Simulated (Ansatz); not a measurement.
## Amorphous B$_{38}$N$_{32}$

It comes from a melt-quench run on a machine-learned potential (CHGNet), relaxed afterwards by DFT. N atoms were pushed apart under 1.9 Å during the dynamics, to hinder bonds among them. The hot cell started wider than the set density and was brought back towards it in steps. It is the lowest in DFT energy of 2 quenches. It is a model cell: composition and starting density were chosen by hand, and all elements were melted together. No dispersion term was used.

Methods: PBE, scalar-relativistic without spin-orbit coupling (Ansatz, a quantum-chemistry and plane-wave program); r2SCAN, scalar-relativistic without spin-orbit coupling (Ansatz); HSE06, scalar-relativistic without spin-orbit coupling (Ansatz). Geometry, pressure, stress and energy are those of the PBE run. Its sampling: a 2×2×2 Γ-centred mesh; Fermi-Dirac width 0.02 eV; no spin polarisation. Other functionals are single points at the zone centre (r2SCAN at 500 eV; exact exchange cut at the cell's faces), free to take moments where seeds were set. The usual formal charges leave 18 electrons over, so the level spacing at the Fermi energy parts defect or band states and needn't be the band gap.

Number of atoms in the cell: 70
Density (held, not predicted): 1.97 g/cm^3
Volume per atom: 69.9 bohr³
Pressure on a 2×2×2 Γ-centred mesh: -0.15 GPa
Largest force and stress component on that mesh (the relaxation ran on the zone centre alone): 0.19 eV/Å and 1.1 GPa
Energy relative to bulk hexagonal BN (AA') + alpha boron (lowest mix at this level among the phases computed, not always the ambient ones): 0.646 eV/atom
Level spacing at the Fermi energy on a 2×2×2 Γ-centred mesh (PBE): 1.08 eV
Level spacing at the Fermi energy at the zone centre (PBE): 1.06 eV
Level spacing at the Fermi energy at the zone centre (r2SCAN): 1.34 eV
Level spacing at the Fermi energy at the zone centre (HSE06): 2.15 eV

Cut-offs for bonds: B-B 1.97 Å, B-N 1.82 Å, N-N 1.70 Å. Two cations that share two anions don't count as bonded, nor two that share one unless they lie closer than B-B 1.80 Å.

```
Quantity                                                                                                                   Value
--------------------------------  ----------------------------------------------------------------------------------------------
Mean coordination of B by anions  2.55 (3 with 1, 12 with 2, 22 with 3, 1 with 4); 18 close contacts or bonds to cations besides
Mean coordination of N                                                                      3.03 (2 with 2, 27 with 3, 3 with 4)
Mean B-N bond                                                                               1.483 Å (spread 0.068 Å, 97 counted)
Mean B-B bond                                                                                1.700 Å (spread 0.049 Å, 9 counted)
```

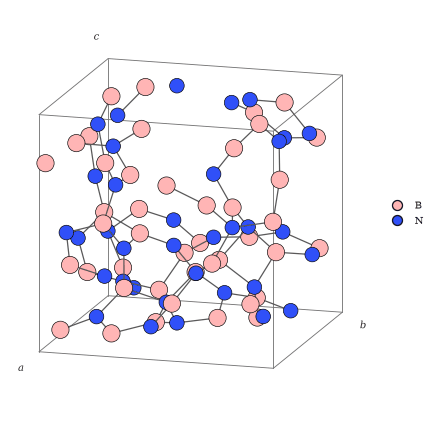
Figure. The relaxed cell

Its density started from a set value of 1.97 g/cm³. The simulated quench (nominally 870 K/ps over its main leg) is rapid and tends to freeze in more defects than a deposited or slowly cooled glass has. A cell of this size samples the disorder only roughly. The volume was held where the preparation left it, at a PBE pressure of -0.1 GPa (tension). Stress components on the final sampling reach 1.1 GPa. On a 2×2×2 Γ-centred mesh force components of up to 0.19 eV/Å stay, since the relaxation ran on the zone centre alone.
